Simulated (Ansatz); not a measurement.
Consider AlH2N···HF.

Input file:

```
crystal:
  periodic: [false, false, false]
  atoms:
    - { symbol: Al, position_ang: [0.0, 0.0, 0.0] }
    - { symbol: H, position_ang: [1.104, 0.0, 1.3707] }
    - { symbol: F, position_ang: [1.8591, 0.0, 0.3402] }
    - { symbol: "N", position_ang: [-1.6627, 0.0, -0.96] }
    - { symbol: H, position_ang: [-2.3316, -0.8164, -0.8614] }
    - { symbol: H, position_ang: [-1.9118, 0.8164, -1.5886] }
basis:
  gaussian: { orbitals: "6-31G*" }
hamiltonian:
  xc: revpbe
relax:
  f_tol: 0.15
  max_steps: 25
  restrain:
    - { distance: [1, 2], at: 0.92, k: 30.0 }
    - { distance: [0, 1], at: 2.76, k: 30.0 }
    - { distance: [0, 2], at: 2.89, k: 30.0 }
output:
  orbitals: {}
```

Launched as:

```sh
ansatz run input.yaml --threads 1 --pin off --max-ram 2048MiB --backend cpu --events-out ev --progress --plain --runs-dir out
```

The fields are those of the run's last geometry, not of the input's.

Not at a stationary point (largest force 0.6 eV/Å).

Computed with RKS revPBE/6-31G* (Ansatz).

**What can the converged electron density and electron localisation function tell about the bonding?**

Al1···F3 (2.88 Å): the density falls to about 0.09 e/Å³ on the way; the ELF dips to about 0.10 between them.
Al–N (1.83 Å): ρ is about 0.72 e/Å³ halfway; the ELF peaks at about 0.90 in the valence shell of N, 0.6 Å from its nucleus, and is about 0.55 at the midpoint.
F–H (0.94 Å): ρ is about 4.3 e/Å³ halfway; the ELF climbs to about 1 towards the hydrogen, as it does in any bond to H (a covalent bond by its length).
N–H (1.02 Å): ρ is about 2.7 e/Å³ halfway; the ELF climbs to about 1 towards the hydrogen: a covalent bond by its length.

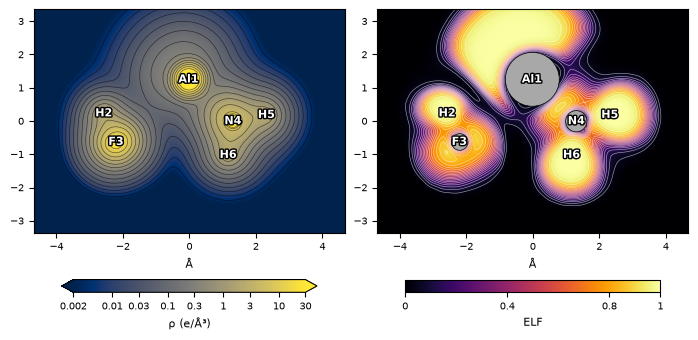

Computed electron density and electron localisation function on the molecular plane, in this order. Grey discs cover the atomic cores in the ELF map. 
